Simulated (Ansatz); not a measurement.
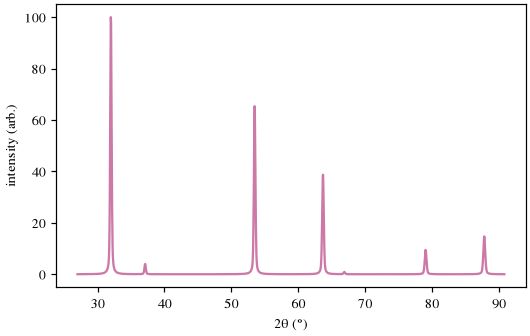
*Simulated powder pattern, Fe Kα, λ = 1.93735 Å*

The pattern belongs to a structure relaxed with the program Ansatz at the PBEsol level (PAW).

Pick the material that matches.
(A) TaAs, CsCl type
(B) InAs, zinc blende
(C) TiAs, CsCl type
(D) As, diamond

B, InAs, zinc blende

Space group F-43m (zinc blende). Symmetry was held in the PBEsol relaxation.

Potentials: the earlier of the program's two PAW sets. The files were generated under PBE; for other functionals the program regenerates the frozen cores, and for LDA and PBEsol the local potential too.
